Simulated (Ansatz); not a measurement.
**C2H2F4 (norflurane): B3LYP/cc-pVDZ**

Aim: the vertical singlet–triplet gap of C2H2F4 (norflurane) at B3LYP/cc-pVDZ, from 2 runs. 

The results are computed with Ansatz 0.2.0.

46 further runs of the same task are left out: 1 that didn't finish, 45 set aside as unsound or not needed.

## 1. The molecule

C2H2F4: 8 atoms, total charge 0, spin state singlet. SMILES: `FCC(F)(F)F`. The coordinates come from a PBE0-D4/def2-TZVP relaxation.

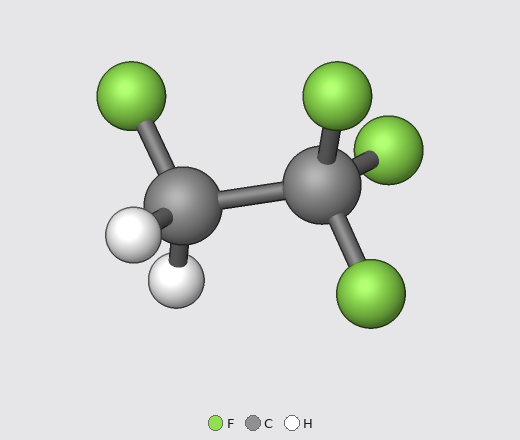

Viewed from a chosen angle; fluorine green, carbon grey, hydrogen white.

## 2. The energy at B3LYP/cc-pVDZ

input.yaml reads:

```yaml
crystal:
  periodic: [false, false, false]
  atoms:
    - {symbol: F, position_ang: [-0.224600, -1.506500, 0.915200]}
    - {symbol: C, position_ang: [-0.211200, -0.737800, -0.211700]}
    - {symbol: C, position_ang: [0.211200, 0.674300, 0.135500]}
    - {symbol: F, position_ang: [1.434400, 0.711300, 0.662400]}
    - {symbol: F, position_ang: [0.217100, 1.411800, -0.982100]}
    - {symbol: F, position_ang: [-0.624600, 1.243600, 1.002900]}
    - {symbol: H, position_ang: [0.502000, -1.148600, -0.930100]}
    - {symbol: H, position_ang: [-1.212300, -0.705100, -0.647900]}
basis:
  gaussian:
    orbitals: cc-pVDZ
output: {orbitals: {seedname: orbitals}}
accuracy: high
hamiltonian:
  xc: {name: B3LYP}
```

Launch:

```bash
$ ansatz run input.yaml --threads 1 --pin off --max-ram 3480MiB --events-out events.jsonl --progress --plain --runs-dir runs
```

The program printed:

```text
Warning: RAYON_NUM_THREADS=1 ignored (pool sized by the plan → 1); use --threads N
Functional definition: B3LYP
  name "B3LYP"
  parameter a0 = 0.2
  parameter ax = 0.72
  parameter ac = 0.81
  exchange = (1 - a0 - ax)*slater_x + ax*b88_x + a0*exact_x
  correlation = (1 - ac)*vwn_rpa_c + ac*lyp_c
2143 factors; integrals over basis functions are off by at most 2.6e-9 eV
mean field evaluation 1: about -12971.3390 eV, gradient 4.3e1 eV
mean field evaluation 2: about -12969.8735 eV, gradient 5.4e1 eV
mean field evaluation 4: about -12974.2090 eV, gradient 1.5e0 eV
mean field evaluation 8: about -12974.4234 eV, gradient 2.1e-1 eV
mean field evaluation 16: about -12974.4234 eV, gradient 5.6e-5 eV
mean field -12974.42343363 eV, -476.8012668057 hartree, gradient 5.1e-8 eV, S^2 0.000000; 0 other end points of the search recorded, 0 dependent functions left out
reference -12974.42346264 eV, -476.8012678721 hartree; 25, 25 occupied and 69, 69 virtual orbitals, 2143 factors
Total energy: -12974.42346264 eV, -476.8012678721 hartree
```

It took 9.3 s on 1 thread of Arm Neoverse V1, shared host; peak memory 0.33 GiB.

## 3. The triplet

molecule.yaml reads:

```yaml
crystal:
  periodic: [false, false, false]
  atoms:
    - symbol: F
      position_ang: [-0.224600, -1.506500, 0.915200]
    - symbol: C
      position_ang: [-0.211200, -0.737800, -0.211700]
    - symbol: C
      position_ang: [0.211200, 0.674300, 0.135500]
    - symbol: F
      position_ang: [1.434400, 0.711300, 0.662400]
    - symbol: F
      position_ang: [0.217100, 1.411800, -0.982100]
    - symbol: F
      position_ang: [-0.624600, 1.243600, 1.002900]
    - symbol: H
      position_ang: [0.502000, -1.148600, -0.930100]
    - symbol: H
      position_ang: [-1.212300, -0.705100, -0.647900]
basis:
  gaussian:
    orbitals: cc-pVDZ
hamiltonian:
  xc: {name: B3LYP}
accuracy: high
magnetization:
  spin_polarized: true
  initial_magnetization: 2
output:
  orbitals: {seedname: orbitals}
```

Launch:

```bash
$ ansatz run molecule.yaml --threads 1 --pin off --max-ram 3480MiB --events-out events.jsonl --progress --plain --runs-dir runs
```

The program printed (excerpt; [...] marks lines left out):

```text
Warning: RAYON_NUM_THREADS=1 ignored (pool sized by the plan → 1); use --threads N
[... 7 set-up lines as earlier in the session ...]
2143 factors; integrals over basis functions are off by at most 2.6e-9 eV
mean field evaluation 1: about -12961.4220 eV, gradient 3.0e1 eV
mean field evaluation 2: about -12958.2164 eV, gradient 4.1e1 eV
mean field evaluation 4: about -12964.6825 eV, gradient 3.8e0 eV
mean field evaluation 8: about -12964.9784 eV, gradient 4.0e-1 eV
mean field evaluation 16: about -12964.9793 eV, gradient 3.1e-3 eV
mean field evaluation 32: about -12964.9793 eV, gradient 9.1e-6 eV
mean field -12964.97925619 eV, -476.4541996865 hartree, gradient 8.6e-8 eV, S^2 2.003281; 4 other end points of the search recorded, 0 dependent functions left out
reference -12964.97928589 eV, -476.4542007779 hartree; 26, 24 occupied and 68, 70 virtual orbitals, 2143 factors
Total energy: -12964.97928589 eV, -476.4542007779 hartree
```

Run time: 35 s. Hardware: 1 thread of Arm Neoverse V1, shared host; peak memory 0.48 GiB.

## 4. What came out

At B3LYP/cc-pVDZ:

| quantity | value |
| --- | --- |
| singlet: total energy | -476.80127 Eh |
| singlet: HOMO energy | -9.79 eV |
| singlet: LUMO energy | 1.61 eV |
| singlet: HOMO–LUMO gap | 11.41 eV |
| triplet: total energy | -476.45420 Eh |
| triplet: HOMO energy (highest over α and β) | -0.60 eV |
| triplet: ⟨S²⟩ | 2.003 |
| vertical energy of the triplet above the singlet | 9.444 eV |

What this shows: At this shape the triplet lies 9.44 eV (218 kcal/mol) above the singlet.
